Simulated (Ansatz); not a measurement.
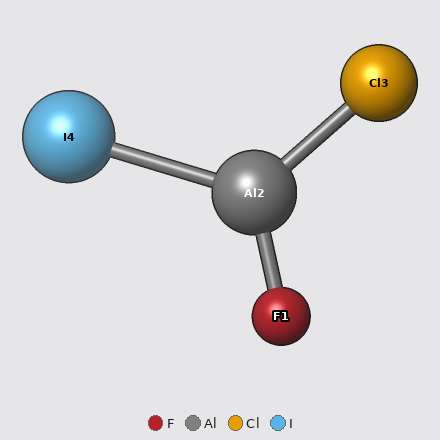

The system is AlClFI, SMILES [F][Al]([Cl])[I]; the picture shows the grid point nearest to the relaxed geometry. Two internal coordinates are moved rigidly from the geometry relaxed at PBE0-D4/def2-TZVP, all others fixed. Coordinates scanned: (1) bond F1–Al2; (2) angle F1–Al2–Cl3. The scan uses a 5 × 5 grid. Energies are in eV, from the lowest grid point. These are results of Ansatz 0.2.0, RKS PBE-D4/def2-TZVPP, not measurements.

Its coordinates:

```json
{"atom": "F", "x (Å)": "0.4823", "y (Å)": "0.6540", "z (Å)": "1.5687"}
{"atom": "Al", "x (Å)": "0.1081", "y (Å)": "0.0072", "z (Å)": "0.1777"}
{"atom": "Cl", "x (Å)": "1.0412", "y (Å)": "-1.7560", "z (Å)": "-0.3746"}
{"atom": "I", "x (Å)": "-1.5356", "y (Å)": "1.1027", "z (Å)": "-1.2437"}
```

Range: bond F1–Al2 from 1.439 to 2.289 Å; angle F1–Al2–Cl3 from 94.5 to 142.5°.

Question: Predict the map.

Answer: The lowest grid point is at bond F1–Al2 = 1.579 Å, angle F1–Al2–Cl3 = 118.5°. The bottom of the well lies between grid points, at about bond F1–Al2 = 1.656 Å, angle F1–Al2–Cl3 = 119°, about 0.092 eV lower on the interpolated surface. No other kind of well shows on this grid. The highest grid point, bond F1–Al2 = 2.289 Å, angle F1–Al2–Cl3 = 94.5°, lies 2.28 eV above the lowest. Round the minimum the two coordinates are nearly uncoupled.

| angle F1–Al2–Cl3 ↓, bond F1–Al2 → | 1.439 | 1.579 | 1.784 | 2.024 | 2.289 |
| --- | --- | --- | --- | --- | --- |
| 142.5 | 1.34 | 0.41 | 0.46 | 1.25 | 2.28 |
| 130.5 | 1.00 | 0.10 | 0.18 | 1.02 | 2.09 |
| 118.5 | 0.90 | 0.00 | 0.09 | 0.94 | 2.03 |
| 106.5 | 1.02 | 0.11 | 0.18 | 1.02 | 2.09 |
| 94.5 | 1.40 | 0.45 | 0.48 | 1.26 | 2.28 |

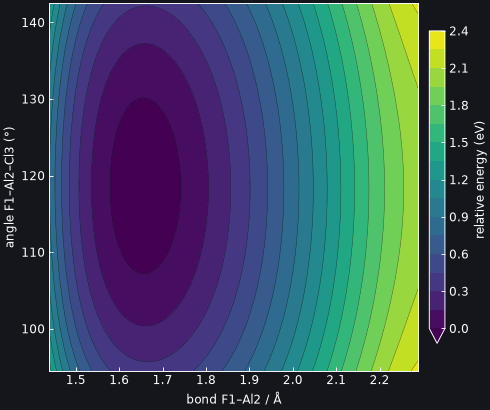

The picture shows filled contours. Between grid points the surface is interpolated.
